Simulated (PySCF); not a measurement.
NMR shielding calculation, with input and output: C2H13NSi4

System: C2H13NSi4.
Method: GIAO PBE0/pcSseg-1 NMR shielding, non-relativistic, gas phase (PySCF 2.14.0).

The geometry comes from this level: GFN2-xTB. It belongs to a series of runs on one base structure; here: H on Si replaced by NHCH3. Figures and captions count atoms from 1; the log counts them from 0 in places.

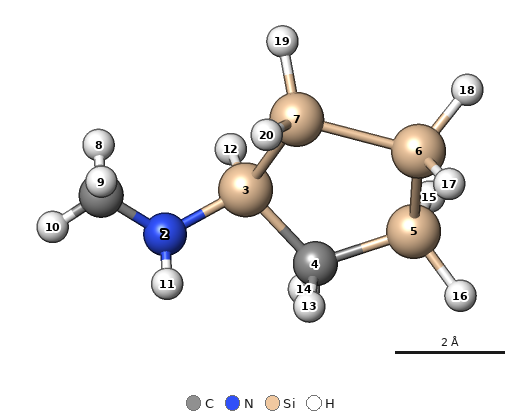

Figure 1. The input geometry (ball-and-stick view, seen at a tilt; atoms are numbered from 1 in the order of the input).

**Input file**
```
{"job": {"kind": "nmr", "xc": "PBE0", "basis": "pcSseg-1"}, "charge": 0, "multiplicity": 1}
C      3.159130     0.468253    -0.762082
N      2.088157    -0.485940    -0.623449
Si     0.725039    -0.157951     0.384467
C     -0.476051    -1.622686     0.135084
Si    -2.241504    -1.317987     0.794997
Si    -2.707046     0.891473     0.240970
Si    -0.553161     1.750048    -0.029596
H      3.350217     0.917584     0.209810
H      2.919546     1.273377    -1.466825
H      4.069263    -0.029431    -1.100877
H      1.937369    -0.999006    -1.478982
H      1.284737    -0.208834     1.748728
H     -0.549272    -1.837901    -0.932558
H     -0.062441    -2.521226     0.588126
H     -2.221642    -1.551631     2.246965
H     -3.118857    -2.361396     0.242718
H     -3.544424     1.017141    -0.962292
H     -3.506536     1.574348     1.267567
H     -0.237403     2.880017     0.858467
H     -0.320270     2.332426    -1.364274
```

The first line tells a small driver script what to run in PySCF; the rest is the geometry in Å.

Command:
```bash
OMP_NUM_THREADS=1 python <driver script> task.json out
```

**What the program printed**
```
coarse grid: 17792 points
cycle   1  E = -1295.9792544346  dE =  3.414e-01  |g| = 4.862e-01  |ddm| = 4.011e+00
cycle   2  E = -1295.9352527838  dE =  4.400e-02  |g| = 6.414e-01  |ddm| = 1.338e+00
cycle   3  E = -1296.0351651579  dE = -9.991e-02  |g| = 6.614e-02  |ddm| = 9.211e-01
cycle   4  E = -1296.0360252387  dE = -8.601e-04  |g| = 2.763e-02  |ddm| = 1.038e-01
cycle   5  E = -1296.0361911191  dE = -1.659e-04  |g| = 6.844e-03  |ddm| = 2.973e-02
cycle   6  E = -1296.0362025557  dE = -1.144e-05  |g| = 2.129e-03  |ddm| = 1.054e-02
cycle   7  E = -1296.0362038247  dE = -1.269e-06  |g| = 3.337e-04  |ddm| = 2.984e-03
final grid: 150952 points
cycle   8  E = -1296.0720109271  dE = -2.220e-05  |g| = 7.499e-03  |ddm| = 2.254e-02
cycle   9  E = -1296.0720017859  dE =  9.141e-06  |g| = 9.631e-03  |ddm| = 1.893e-02
cycle  10  E = -1296.0720241511  dE = -2.237e-05  |g| = 9.116e-04  |ddm| = 1.150e-02
cycle  11  E = -1296.0720243145  dE = -1.634e-07  |g| = 2.346e-04  |ddm| = 1.102e-03
cycle  12  E = -1296.0720243259  dE = -1.141e-08  |g| = 4.352e-05  |ddm| = 2.103e-04
cycle  13  E = -1296.0720243263  dE = -3.540e-10  |g| = 2.359e-05  |ddm| = 7.061e-05
```

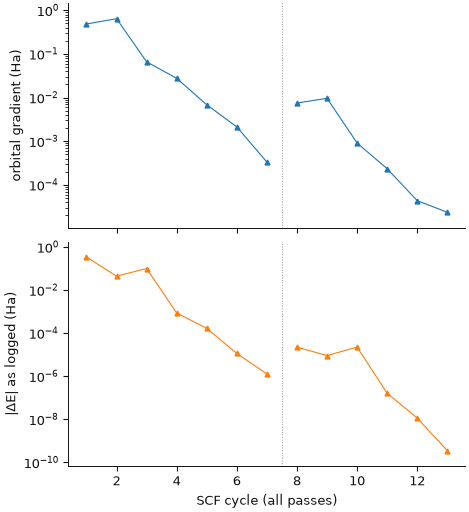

Figure 2. Convergence of the self-consistent field: orbital gradient and size of the energy change against the SCF cycle. The dotted line marks the change from a coarse to the final integration grid. The first 7 cycles use a coarse grid, the final grid takes over at cycle 8, and the field converges after 13 cycles in all.

```
converged SCF energy = -1296.0720243263

GIAO shielding tensors (ppm)
atom      isotropic    diamagn.    paramagn.     s11        s22        s33       span
  0 C      154.051     242.133     -88.082    129.743    145.450    186.960     57.218
  1 N      253.283     325.226     -71.943    208.304    250.010    301.534     93.230
  2 Si     357.916     881.437    -523.522    293.750    358.517    421.481    127.731
  3 C      191.848     259.561     -67.713    180.635    191.403    203.505     22.871
  4 Si     424.324     880.077    -455.753    386.481    412.404    474.088     87.607
  5 Si     471.941     881.193    -409.252    450.180    462.712    502.930     52.750
  6 Si     489.711     882.645    -392.934    460.731    503.372    505.031     44.300
  7 H       29.267      28.540       0.727     25.480     27.082     35.238      9.758
  8 H       28.849      28.636       0.213     23.509     27.515     35.523     12.014
  9 H       28.783      26.255       2.529     23.263     26.465     36.623     13.360
 10 H       32.463      35.235      -2.771     22.263     33.038     42.089     19.826
 11 H       26.415      31.166      -4.751     22.836     25.178     31.230      8.394
 12 H       32.068      34.380      -2.312     26.891     30.522     38.792     11.901
 13 H       30.918      31.771      -0.853     24.712     28.536     39.505     14.793
 14 H       27.774      29.107      -1.333     23.926     25.514     33.882      9.956
 15 H       27.460      28.500      -1.040     23.439     25.079     33.863     10.423
 16 H       28.211      29.550      -1.339     24.478     25.326     34.830     10.352
 17 H       28.300      29.209      -0.909     24.356     25.397     35.147     10.791
 18 H       28.551      30.397      -1.846     24.637     25.952     35.062     10.425
 19 H       28.414      30.908      -2.494     24.482     26.200     34.560     10.078
```

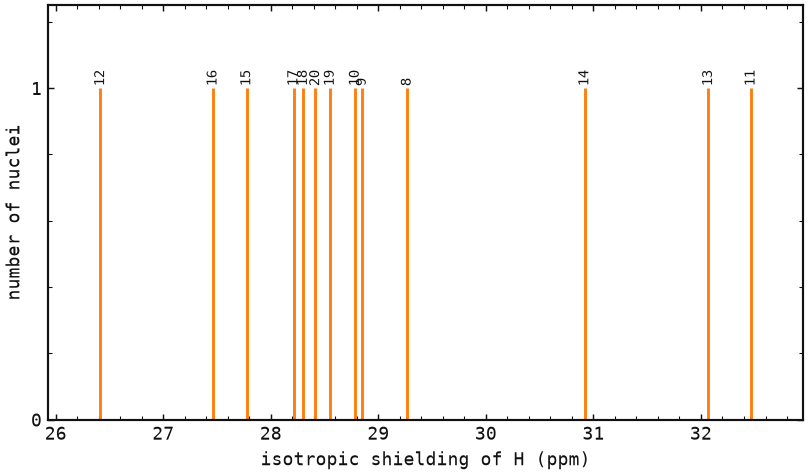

Figure 3. Isotropic shieldings of the hydrogen nuclei in this fixed geometry, labelled by atom number; shielding grows to the right, so chemical shift grows to the left. The least shielded is H12 (26.4 ppm), the most shielded H11 (32.5 ppm).

**Summary**

- outcome: converged
- total energy: −1296.072024 hartree
- HOMO: −6.45 eV
- LUMO: −0.96 eV
- dipole moment: 1.59 D
- isotropic shielding, C: 154.1 to 191.8 ppm
- isotropic shielding, N: 253.3 ppm
- isotropic shielding, Si: 357.9 to 489.7 ppm
- isotropic shielding, H: 26.4 to 32.5 ppm
- hardware: 1 CPU thread, shared host
- wall time: 40 s
- peak memory: 1 GiB
